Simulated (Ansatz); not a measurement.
# How Pt(100) screens a field, part 2 of 2

Aim: image plane and induced charge of Pt(100).

Ansatz 0.2.0; plane-wave DFT, PBE, Ansatz PAW.

So far. Step 7 (Single point, field 0.2 V/Å): The dipole is 0.109 e·Å. Step 8 (Atoms held, field -0.2 V/Å): The dipole is -0.109 e·Å.

**9. Single point, field 0.4 V/Å**

File input.yaml:

```yaml
crystal:
  lattice:
    - [2.7718585823, 0.0, 0.0]
    - [0.0, 2.7718585823, 0.0]
    - [0.0, 0.0, 27.8]
  atoms:
    - { symbol: Pt, position: [0.5, 0.5, 0.3237410072] }
    - { symbol: Pt, position: [0.0, 0.0, 0.3942446043] }
    - { symbol: Pt, position: [0.5, 0.5, 0.4647482014] }
    - { symbol: Pt, position: [0.0, 0.0, 0.5352517986] }
    - { symbol: Pt, position: [0.5, 0.5, 0.6057553957] }
    - { symbol: Pt, position: [0.0, 0.0, 0.6762589928] }
kpoints:
  mp_grid: { grid: [18, 18, 1] }
hamiltonian:
  xc: pbe
scf:
  occupations: { method: fermi_dirac, width: 0.1 }
  convergence: { dr2_threshold: 1.0e-10 }
efield:
  axis: 3
  dipole_correction: true
  ramp_position: 0.97
  ramp_width: 0.06
  amplitude: 0.4
output:
  forces: true
  write_potential: true
  write_density: true
  volumetric_format: npy
  elf: true
```

Command:

```console
ansatz run input.yaml --threads 4 --pin off --max-ram 6144MiB --backend cpu --events-out ev --progress --plain --runs-dir out
```

Numbers of over 12 decimals in the logs are rounded to 6 here.

Output:

```text
[...]
Crystal: 6 atoms, lattice volume = 213.593 Å³
Basis set: ecut = 420 eV, 4257 PW (Γ), exchange–correlation on 40×40×384 points (8 copies of the dense FFT grid, shifted against one another)
Bands: 65, of which v1, the nominal top of the filled ones, is band 54 counted from 1 (53 counted from 0)
Symmetry: 8 space group operations
k-points: 55 of 324
[...]
k-point 0: bands = [... 50 lower, 5.5245, 5.8215, 6.2523, 6.4360, 6.4360, 6.6737, 6.7300, 6.9633, ... 7 higher]
  k-point 1: bands = [... 50 lower, 5.9383, 5.9893, 6.0540, 6.1574, 6.5755, 6.5951, 6.6744, 6.6964, ... 7 higher]
  k-point 2: bands = [... 50 lower, 5.7879, 5.7917, 5.8574, 6.0397, 6.4733, 6.4898, 6.7419, 6.9091, ... 7 higher]
  k-point 54: bands = [... 50 lower, 7.1264, 7.1270, 7.7163, 7.7196, 9.3812, 9.3812, 11.3660, 11.3660, ... 7 higher]
[key lines of the parts left out:]
SCF converged after 15 iterations
Free energy (F): -75136.498983 eV
Fermi energy:    6.610132 eV
Dipole field:    D = 0.185062 V/Å  (p = 0.218445 e·Å, saw-weighted, corrected)
```

The job ended after 24 s (4 threads of Intel Xeon Platinum 8259CL at 2.50GHz (Skylake/Cascade Lake), shared host; peak memory 0.92 GiB; 93 s of CPU time).

Running mean over 1.96 Å of the planar mean, with the applied field; the ramp of the sawtooth is left out. Electron's electrostatic potential energy less the Fermi level against z:

```tsv
z (Å)	electron's electrostatic potential energy less the Fermi level (eV)
4	4.29
6	5.04
8	-3.06
10	-12.0
12	-12.3
14	-12.3
16	-12.3
18	-11.9
20	-0.421
22	6.33
24	7.14
```

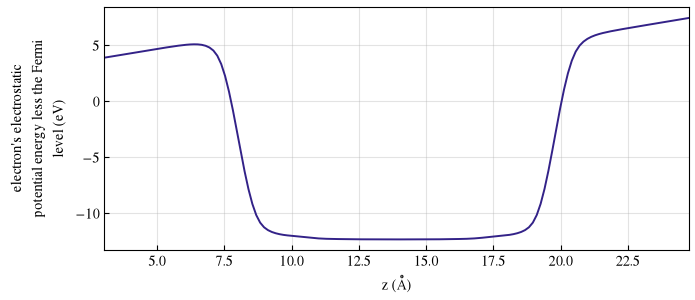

Electron's electrostatic potential energy less the Fermi level against z.

The dipole is 0.218 e·Å.

**10. The response**

This step: plane-wave DFT, PBE, Ansatz PAW; screening of a field by a metal slab (Ansatz 0.2.0).

The dipoles give the slope, and the difference of two potentials shows where the field is screened.

This step gave:

| Property | Result |
| --- | --- |
| equivalent conductor thickness p/(ε₀AE) | 12.86 Å |
| distance between the outer atoms | 9.800 Å |
| inner field over outer field | -0.001925 |
| image plane, upper face | 1.487 Å |
| induced electrons on the upper face over ε₀E | -1.007 |
| image plane, lower face | 1.485 Å |
| induced electrons on the lower face over ε₀E | 1.007 |

The dipole of the cell by applied field:

```tsv
applied field (V/Å)	dipole of the cell (e·Å)
-0.200	-0.109
-0.100	-0.0546
-0.050	-0.0273
0.000	0
0.050	0.0273
0.100	0.0546
0.200	0.109
0.400	0.218
```

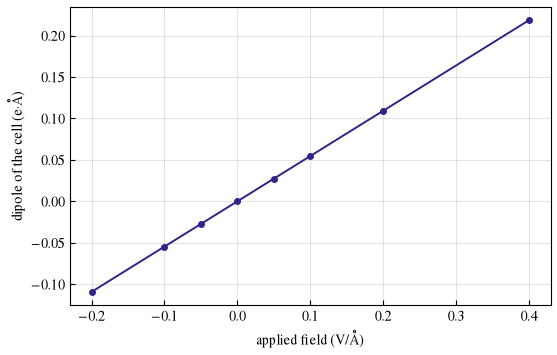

Dipole of the cell against applied field.

Local field over the applied field, running mean. From the potentials at -0.05 and 0.05 V/Å; running mean over 1.96 Å. The local field over applied field by z:

```tsv
z (Å)	local field over applied field
6	0.953
8	0.283
10	-0.00151
12	0.00197
14	-0.00204
16	0.00226
18	-0.00318
20	0.370
22	0.968
```

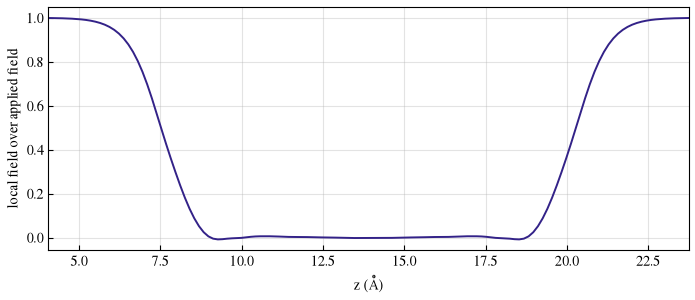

Local field over applied field against z.

The induced electron density oscillates, so the rows of the table below give means over windows of 1 Å about each position, cut where the curve ends. Its maxima inside the range that stand out by 2 % of the span (Å: e/Å³ per V/Å): 7.8: 0.00437, 9.0: 5.5e-4, 10.6: 3.2e-4, 11.3: 2.4e-4, 13.5: 9.9e-5, 14.9: 8.0e-5, 16.8: 3.2e-4, 18.5: 4.1e-4, 19.1: 5.4e-4. Its minima: 8.7: -5.4e-4, 9.3: -4.1e-4, 11.0: -3.2e-4, 12.9: -8.0e-5, 14.3: -9.9e-5, 16.5: -2.4e-4, 17.2: -3.2e-4, 18.8: -5.5e-4, 20.0: -0.00437.

Electrons, planar mean, per unit field. Table of induced electron density by z; means over each step:

```tsv
z (Å)	induced electron density (e/Å³ per V/Å)
5	4.6e-5
6	3.5e-4
7	0.00196
8	0.00329
9	-7.1e-5
10	-9.3e-5
11	3.8e-5
12	3.5e-6
13	1.7e-5
14	-1.8e-5
15	-7.0e-6
16	-3.2e-5
17	-3.7e-5
18	1.9e-4
19	-2.2e-4
20	-0.00369
21	-0.00145
22	-2.4e-4
23	-3.0e-5
```

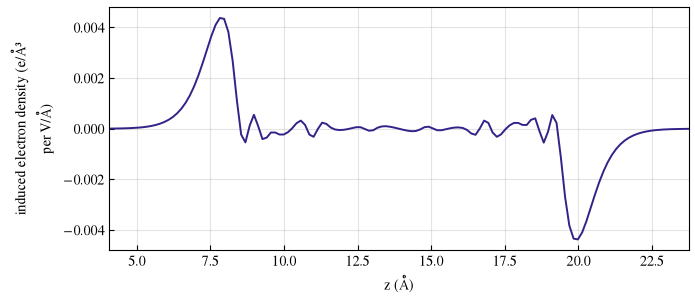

Induced electron density against z.

By hand: between -0.05 and 0.05 V/Å the dipole changes by 0.05459 e·Å, a slope of 0.5459 e·Å²/V. A perfect conductor of thickness t has p = ε₀AEt, so t = 180.95 × 0.5459 / 7.683 = 12.86 Å (e/ε₀ = 180.95 V·Å, A in Å²). Less the 9.80 Å between the outer atoms, and halved, that puts each image plane 1.53 Å out.

The induced dipole is that of a conductor 12.86 Å thick.

**11. Varying the input: efield.ramp_width = 0.15**

This step: plane-wave DFT, PBE, Ansatz PAW (Ansatz 0.2.0).

A run with a changed input: it repeats the earlier run at 0.05 V/Å with efield.ramp_width from 0.06 to 0.15.

Edit input.yaml of step 9 so:

```diff
@@ -23,4 +23,4 @@
   ramp_position: 0.97
-  ramp_width: 0.06
-  amplitude: 0.4
+  ramp_width: 0.15
+  amplitude: 0.05
 output:
@@ -30,2 +30 @@
   volumetric_format: npy
-  elf: true
```

Output:

```text
[...]
Crystal: 6 atoms, lattice volume = 213.593 Å³
Basis set: ecut = 420 eV, 4257 PW (Γ), exchange–correlation on 40×40×384 points (8 copies of the dense FFT grid, shifted against one another)
Bands: 65, of which v1, the nominal top of the filled ones, is band 54 counted from 1 (53 counted from 0)
Symmetry: 8 space group operations
k-points: 55 of 324
[...]
SCF iter   1: F=—  HF=-75138.561596 eV  |F-HF|=—  |Δ(HF+E_count)|=         —  Δρ=6.02e-2  dr2=1.43e1  ethr=3.10e-3  p=0.027 e·Å  D=2.25e-2 V/Å  ΔV_dip=-0.62 eV  dr2_dipole=6.51e-4  V_vac-E_F(+/−)=4.95/4.42 eV  ⟨swp⟩=7.8  Hψ=14899  notcnv=0  defer=22
[...]
SCF iter  14: F=-75136.455985 eV  HF=-75136.455985 eV  |F-HF|=2.18e-10  |Δ(HF+E_count)|=   6.39e-9  Δρ=1.28e-7  dr2=6.82e-11  ethr=1.00e-12  p=0.027 e·Å  D=2.31e-2 V/Å  ΔV_dip=-0.64 eV  dr2_dipole=9.19e-13  V_vac-E_F(+/−)=5.97/5.46 eV  ⟨swp⟩=16.5  Hψ=25233  notcnv=0
SCF 1 converged in 14 iterations: F = -75136.455985 eV  dr2 = 6.82e-11
[...]
SCF converged after 14 iterations
Free energy (F): -75136.455985 eV
[...]
Internal energy: -75136.114418 eV  (E = F + TS)
E sigma→0 (E₀):  -75136.285202 eV
Entropy (-TS):   -0.341567 eV (-56.928 meV/atom)
Fermi energy:    6.582668 eV
Dipole field:    D = 0.023121 V/Å  (p = 0.027292 e·Å, saw-weighted, corrected)
Work function:   not extracted (applied field tilts the vacuum); planar V_es + V_field profile in the machine report
[...]
--- Forces (eV/Å), atoms counted from 1 ---
  atom   1  Pt    -0.00000000     0.00000000    -0.13745041
  atom   2  Pt    -0.00000000    -0.00000000    -0.31203567
  atom   3  Pt    -0.00000000     0.00000000    -0.04431775
  atom   4  Pt     0.00000000    -0.00000000     0.04533744
  atom   5  Pt     0.00000000     0.00000000     0.31199430
  atom   6  Pt     0.00000000     0.00000000     0.13647236
  max |Σ_I F_I| component: 2.72e-7 eV/Å
--- Band table (eV; the first three rows and the last of 55) ---
  k-point 0: bands = [... 50 lower, 5.4977, 5.7941, 6.2248, 6.4085, 6.4085, 6.6463, 6.7026, 6.9358, ... 7 higher]
  k-point 1: bands = [... 50 lower, 5.9109, 5.9627, 6.0265, 6.1302, 6.5480, 6.5677, 6.6469, 6.6696, ... 7 higher]
  k-point 2: bands = [... 50 lower, 5.7642, 5.7643, 5.8271, 6.0123, 6.4459, 6.4623, 6.7145, 6.8823, ... 7 higher]
  k-point 54: bands = [... 50 lower, 7.0993, 7.0994, 7.6903, 7.6907, 9.3536, 9.3536, 11.3384, 11.3384, ... 7 higher]
```

Wall time 22 s (4 threads); peak memory 0.92 GiB; 86 s of CPU time.

This step gave:

| Item | Value |
| --- | --- |
| energy at zero smearing | -75136.2852 eV |
| dipole along the normal | 0.02729 e·Å |

Force by atom:

```tsv
atom	x (eV/Å)	y (eV/Å)	z (eV/Å)	size
Pt1	0.000	0.000	-0.137	0.137
Pt2	0.000	0.000	-0.312	0.312
Pt3	0.000	0.000	-0.044	0.044
Pt4	0.000	0.000	0.045	0.045
Pt5	0.000	0.000	0.312	0.312
Pt6	0.000	0.000	0.136	0.136
```

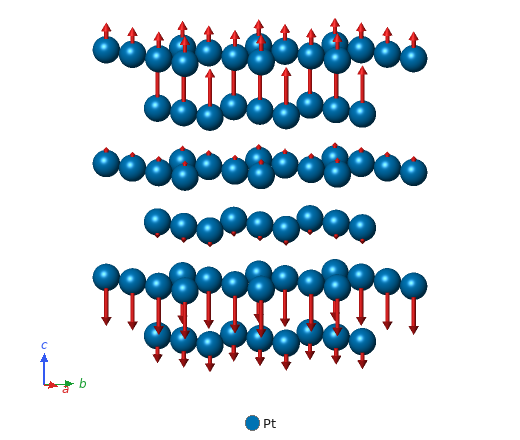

Force as arrows, the longest 0.312 eV/Å. 3×3×1 cells are drawn. Some periodic images of atoms are drawn too.

```tsv
quantity	this run	earlier run	difference
dipole along the normal (e·Å)	0.02729	0.02729	-3.2e-6
```

The dipole moves by under 0.5 % or 5e-5 e·Å.

**12. Varying the input: efield.amplitude = -0.1**

Another changed input: it repeats the earlier run at 0.05 V/Å with efield.amplitude from 0.05 to -0.1.

Edit input.yaml of step 11 so:

```diff
@@ -23,4 +23,4 @@
   ramp_position: 0.97
-  ramp_width: 0.15
-  amplitude: 0.05
+  ramp_width: 0.06
+  amplitude: -0.1
 output:
```

Output:

```text
[...]
Crystal: 6 atoms, lattice volume = 213.593 Å³
Basis set: ecut = 420 eV, 4257 PW (Γ), exchange–correlation on 40×40×384 points (8 copies of the dense FFT grid, shifted against one another)
Bands: 65, of which v1, the nominal top of the filled ones, is band 54 counted from 1 (53 counted from 0)
Symmetry: 8 space group operations
k-points: 55 of 324
[...]
SCF iter   1: F=—  HF=-75138.563598 eV  |F-HF|=—  |Δ(HF+E_count)|=         —  Δρ=6.02e-2  dr2=1.43e1  ethr=3.10e-3  p=-0.053 e·Å  D=-4.50e-2 V/Å  ΔV_dip=1.25 eV  dr2_dipole=2.51e-3  V_vac-E_F(+/−)=3.95/5.27 eV  ⟨swp⟩=7.8  Hψ=14886  notcnv=0  defer=22
[...]
SCF iter  14: F=-75136.458032 eV  HF=-75136.458032 eV  |F-HF|=2.33e-10  |Δ(HF+E_count)|=   6.07e-9  Δρ=1.31e-7  dr2=6.98e-11  ethr=1.00e-12  p=-0.055 e·Å  D=-4.62e-2 V/Å  ΔV_dip=1.29 eV  dr2_dipole=1.15e-13  V_vac-E_F(+/−)=5.00/6.28 eV  ⟨swp⟩=16.3  Hψ=25255  notcnv=0
SCF 1 converged in 14 iterations: F = -75136.458032 eV  dr2 = 6.98e-11
[...]
SCF converged after 14 iterations
Free energy (F): -75136.458032 eV
[...]
Internal energy: -75136.116465 eV  (E = F + TS)
E sigma→0 (E₀):  -75136.287249 eV
Entropy (-TS):   -0.341568 eV (-56.928 meV/atom)
Fermi energy:    6.616001 eV
Dipole field:    D = -0.046248 V/Å  (p = -0.054591 e·Å, saw-weighted, corrected)
Work function:   not extracted (applied field tilts the vacuum); planar V_es + V_field profile in the machine report
[...]
--- Forces (eV/Å), atoms counted from 1 ---
  atom   1  Pt    -0.00000000     0.00000000    -0.13613686
  atom   2  Pt    -0.00000000    -0.00000000    -0.31197922
  atom   3  Pt    -0.00000000     0.00000000    -0.04585093
  atom   4  Pt     0.00000000     0.00000000     0.04381153
  atom   5  Pt     0.00000000    -0.00000000     0.31206194
  atom   6  Pt     0.00000000    -0.00000000     0.13809344
  max |Σ_I F_I| component: 8.06e-8 eV/Å
--- Band table (eV; the first three rows and the last of 55) ---
  k-point 0: bands = [... 50 lower, 5.5310, 5.8274, 6.2582, 6.4419, 6.4419, 6.6796, 6.7359, 6.9692, ... 7 higher]
  k-point 1: bands = [... 50 lower, 5.9442, 5.9960, 6.0598, 6.1636, 6.5814, 6.6010, 6.6803, 6.7029, ... 7 higher]
  k-point 2: bands = [... 50 lower, 5.7975, 5.7976, 5.8606, 6.0456, 6.4792, 6.4957, 6.7478, 6.9156, ... 7 higher]
  k-point 54: bands = [... 50 lower, 7.1326, 7.1327, 7.7235, 7.7243, 9.3869, 9.3869, 11.3717, 11.3717, ... 7 higher]
```

Run time: 21 s. Hardware: 4 threads; peak memory 0.92 GiB; 80 s of CPU time.

This step gave:

- energy at zero smearing: -75136.2872 eV
- dipole along the normal: -0.05459 e·Å

Force by atom:

```tsv
atom	x (eV/Å)	y (eV/Å)	z (eV/Å)	size
Pt1	0.000	0.000	-0.136	0.136
Pt2	0.000	0.000	-0.312	0.312
Pt3	0.000	0.000	-0.046	0.046
Pt4	0.000	0.000	0.044	0.044
Pt5	0.000	0.000	0.312	0.312
Pt6	0.000	0.000	0.138	0.138
```

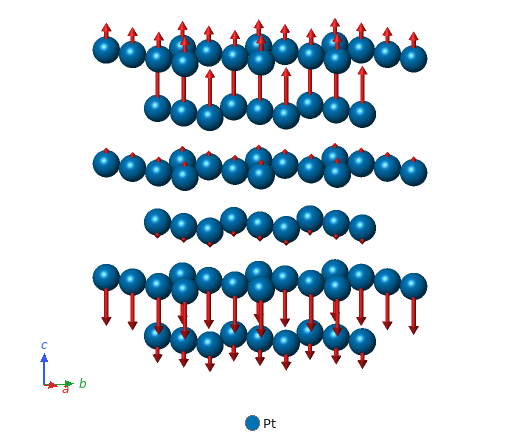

Force as arrows, the longest 0.312 eV/Å. 3×3×1 cells are drawn. Some periodic images of atoms are drawn too.

```tsv
quantity	this run	earlier run	difference
dipole along the normal (e·Å)	-0.05459	0.02729	-0.082
```

The applied field differs, and the slope found earlier predicts a dipole of -0.0546 e·Å; this run gives -0.0546 e·Å, in line with it.

**13. Results**

- work function: 5.66 eV
- image plane, upper face: 1.49 Å
- induced electrons on the upper face over ε₀E: -1.01
- equivalent conductor thickness p/(ε₀AE): 12.9 Å
- inner field over outer field: -0.00192

In words: The induced charge has its centre 1.49 Å outside the outermost atoms; this is the plane from which a capacitor's gap or an image potential counts. The equivalent conductor thickness exceeds the distance between the outer atoms by 3.06 Å, about the sum of the two image-plane distances. In the middle of the slab the field is screened to under 0.5 % of its outer value. The atoms are held at bulk positions with the tabulated experimental lattice constant.

[Logs are printed without paths, hosts, clocks, repeated set-up lines and the standing remarks that a program may print on its own settings, such as how far it seeks lower states.]

[Hosts, paths, dates, database ids (printed as entryN), source tags and the programs' standing remarks are cut or masked in the printed files.]

[Maps of the electrostatic potential energy from Ansatz leave out the sawtooth potential of an applied field or a dipole correction, so their vacuum need not be flat; planar profiles and work functions include it.]
